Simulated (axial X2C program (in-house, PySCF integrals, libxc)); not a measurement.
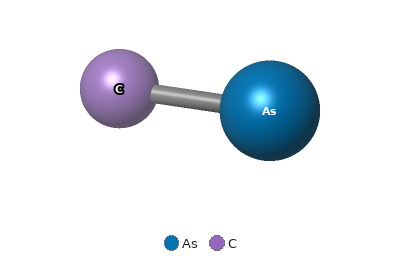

**Figure 1.** The molecule at the reference distance of 1.739 Å.

**Relativistic diatomic calculation for AsC⁺**

- system: AsC⁺.
- method: EOM-EE-CCSD, two-component X2C with atomic mean-field Coulomb and Gaunt terms, As dyall-acv3z, C dyall-av3z (cores contracted) (axial X2C program (in-house, PySCF integrals, libxc))

**What the run reported**

- outcome: not converged in a step after the SCF shown
- hardware: 1 thread of Arm Neoverse V1, 112 GiB of memory available, shared host
- wall time: 12 s
- peak memory: 0.47 GiB

**Diagnosis**

The SCF whose log is shown converged, but the driver noted: CCSD of the reference did not converge. The run therefore gave no full result. To bear in mind: CCSD of the reference did not converge.

**Input**
```
{"zs": [33, 6], "q": 1, "bas": ["dyall-acv3z", "dyall-av3z"], "r0": 1.81, "eom": "ee", "thr": -2.0, "nmax": 88}
```

The line is the task of a batch: nuclear charges, charge, bases, a first guess of the distance and further settings. This report covers the levels named above. The log is that of the reference distance.

Launched within a batch (the task file carries these settings):
```bash
python <driver script> task.json out
```

**Output**
```
two-component X2C + atomic mean field  HF
basis functions 177  fitting functions 964  grid points 5077
iter        total energy     max residual
   1      -2295.682795954     2.44e-01
   2      -2295.708114576     6.78e-03
   3      -2295.710368984     4.78e-03
   4      -2295.711268696     4.16e-03
   5      -2295.712359396     3.54e-03
   6      -2295.714049194     2.38e-03
   7      -2295.714808819     1.55e-03
   8      -2295.715254141     8.79e-04
   9      -2295.715417012     5.61e-04
  10      -2295.715520338     3.12e-04
  11      -2295.715555980     1.23e-04
  12      -2295.715559961     4.14e-05
  13      -2295.715560182     3.09e-05
  14      -2295.715560203     4.50e-06
  15      -2295.715560207     2.22e-06
  16      -2295.715560207     2.82e-07
converged
one-electron -3302.20660647  Coulomb 1034.51798094  exact exchange -87.47190403  xc functional 0.00000000  nuclear repulsion 60.25134431  atomic mean-field constant -0.80637496
correlated 8  virtual 274  natural virtual 88  E(MP2) -0.215521006  MP2 remainder -0.020729634
iter   CCSD correlation   residual
   1     -0.215264304   1.73e-01
   2     -0.228964239   1.07e-01
   3     -0.235512202   7.49e-02
   4     -0.238219247   5.86e-02
   5     -0.240604419   4.97e-02
   6     -0.242063997   4.50e-02
   7     -0.243059409   4.30e-02
   8     -0.243101307   4.14e-02
   9     -0.243004372   4.92e-02
  10     -0.244611962   4.84e-02
  11     -0.229962896   3.41e-02
  12     -0.236811365   1.95e-01
  13     -0.239194872   1.13e-01
  14     -0.237995977   8.58e-02
  15     -0.238906760   1.00e-01
  16     -0.239501811   9.07e-02
  17     -0.239841658   8.53e-02
  18     -0.232051818   8.14e-02
  19     -0.243486309   1.47e-01
  20     -0.228894467   3.51e-02
  21     -0.220008175   2.07e-01
  22     -0.246883334   2.19e-01
  23     -0.247213884   3.25e-02
  24     -0.234814217   3.90e-02
  25     -0.221396058   9.89e-02
  26     -0.243388784   1.92e-01
  27     -0.244899215   4.79e-02
  28     -0.246074899   4.08e-02
  29     -0.242707525   3.30e-02
  30     -0.243862066   4.14e-02
  31     -0.245537756   4.40e-02
  32     -0.245435995   3.91e-02
  33      0.053241422   4.70e-02
  34      0.160339540   9.39e+00
  35     -0.246468956   1.52e+01
  36     -0.243548724   3.32e-02
  37     -0.245534902   3.55e-02
  38     -0.236134254   3.12e-02
  39     -0.237224049   1.10e-01
  40     -0.232668296   9.64e-02
  41     -0.209070761   1.55e-01
  42     -0.204654177   5.21e-01
  43     -0.232047114   5.99e-01
  44     -0.233923627   1.61e-01
  45     -0.238986398   1.38e-01
  46     -0.238745977   8.06e-02
  47     -0.237028232   8.28e-02
  48     -0.239585415   1.07e-01
  49     -0.237466965   7.66e-02
  50     -0.226426983   1.04e-01
  51     -0.223599489   1.97e-01
  52     -0.234283092   2.17e-01
  53     -0.222525786   1.36e-01
  54     -0.235048947   2.91e-01
  55     -0.236385103   1.33e-01
  56     -0.234272344   1.19e-01
  57     -0.235131158   1.39e-01
  58     -0.234799137   1.31e-01
  59     -0.235078079   1.33e-01
  60     -0.234791717   1.34e-01
  61     -0.194946949   1.37e-01
  62     -0.230130033   7.46e-01
  63     -0.234972303   1.68e-01
  64     -0.235232805   1.32e-01
  65     -0.235061448   1.32e-01
  66     -0.234919511   1.36e-01
  67     -0.235119766   1.38e-01
  68     -0.235368898   1.35e-01
  69      0.176147047   1.32e-01
  70     -0.238415368   1.61e+01
(T) None  T1 0.4445  D1 0.8813  max T2 0.283
```
